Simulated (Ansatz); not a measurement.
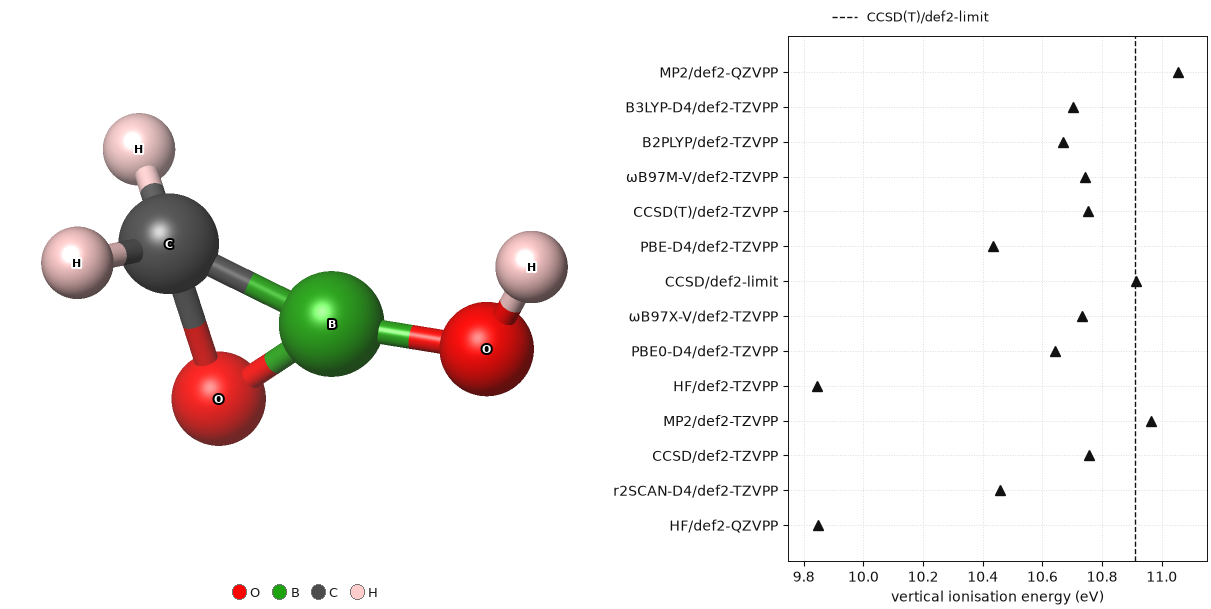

Vertical ionisation energy of CH₃BO₂, SMILES OB1CO1, taken as the energy of the cation less that of the neutral at fixed geometry (unrestricted doublet cation, cores frozen in correlated methods, no spin-orbit coupling), the Ansatz code, at a PBE0-D4/def2-TZVP geometry (a minimum by its frequencies). Limit means an estimate of the basis limit from triple and quadruple zeta; for coupled cluster it is either extrapolated directly or built as the MP2 limit plus the step from MP2 in triple zeta. B2PLYP/def2-TZVPP holds a correlation term that converges slowly with the basis, so part of the distance to the limit is basis error. The distance of MP2/def2-QZVPP, CCSD(T)/def2-TZVPP, MP2/def2-TZVPP and CCSD/def2-TZVPP to the limit includes basis error.

**What range do the values span, the line included?**

From 9.84 eV (HF/def2-TZVPP) to 11.06 eV (MP2/def2-QZVPP).

**Which level comes closest to the line (CCSD(T)/def2-limit), and which misses most?**

Closest CCSD/def2-limit (10.91 eV), against 10.91 eV; farthest HF/def2-TZVPP (9.84 eV).
